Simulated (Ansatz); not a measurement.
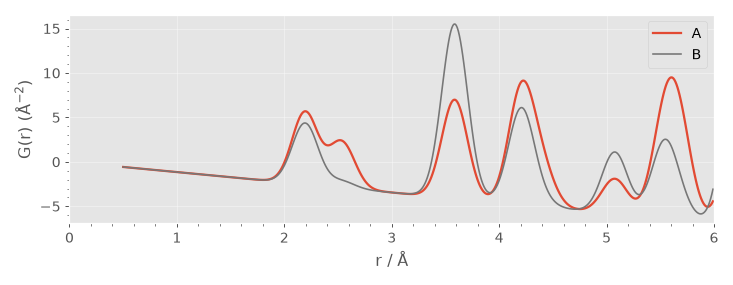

Two calculated pair distribution functions of the same structure of AgO2, one with X-ray weights (atomic numbers) and one with neutron weights (tabulated coherent scattering lengths, natural isotope mix where the element has one), both with peak width σ = 0.12 Å. It is based on the end point of a relaxation with DFT PBEsol, scalar-relativistic, plane waves, PAW (Ansatz); the starting structure was generated, so it need not be a known form of this composition.

```cif
data_structure
_symmetry_space_group_name_H-M 'Fm-3m'
_symmetry_Int_Tables_number 225
_cell_length_a 5.0822
_cell_length_b 5.0822
_cell_length_c 5.0822
_cell_angle_alpha 90.000
_cell_angle_beta 90.000
_cell_angle_gamma 90.000
_cell_volume 131.27
loop_
_atom_site_label
_atom_site_type_symbol
_atom_site_symmetry_multiplicity
_atom_site_Wyckoff_symbol
_atom_site_fract_x
_atom_site_fract_y
_atom_site_fract_z
_atom_site_occupancy
Ag1 Ag 4 a 0.00000 0.00000 0.00000 1
O1 O 8 c 0.25000 0.75000 0.75000 1
```

**Which curve is the neutron PDF?**

Curve A is the neutron PDF and B the X-ray PDF. The weight that changes most is that of Ag–Ag (first at 3.59 Å): 0.56 for X-rays, 0.11 for neutrons.

**Give the weight with which each partial g(r) enters the total (Faber–Ziman weights, summing to 1).**

```csv
pair,X-ray,neutron
Ag–Ag,0.56,0.11
Ag–O,0.38,0.45
O–O,0.06,0.44
```

Scattering lengths used: Ag 5.92 fm, O 5.80 fm.
